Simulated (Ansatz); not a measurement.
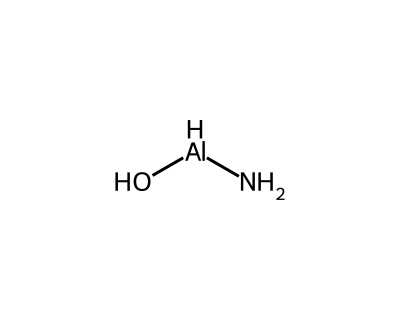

The drawing above gives the connectivity. The computed structure is the end point of a PBE-D4/def2-SVP optimisation. No frequency run is at hand to confirm it as a minimum.

What does the molecule look like in three dimensions?

Formula AlH₄NO. Its SMILES string is `[NH2][AlH][OH]`. The point group is Cs. All atoms lie on one plane. Coordination: 1 N trigonal planar; 1 Al trigonal planar; 1 O bent.

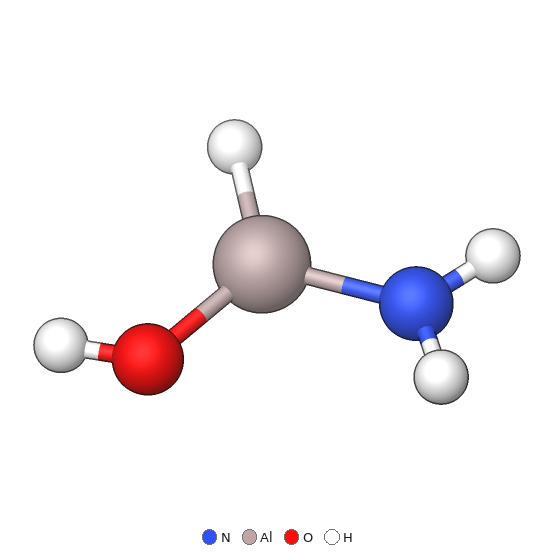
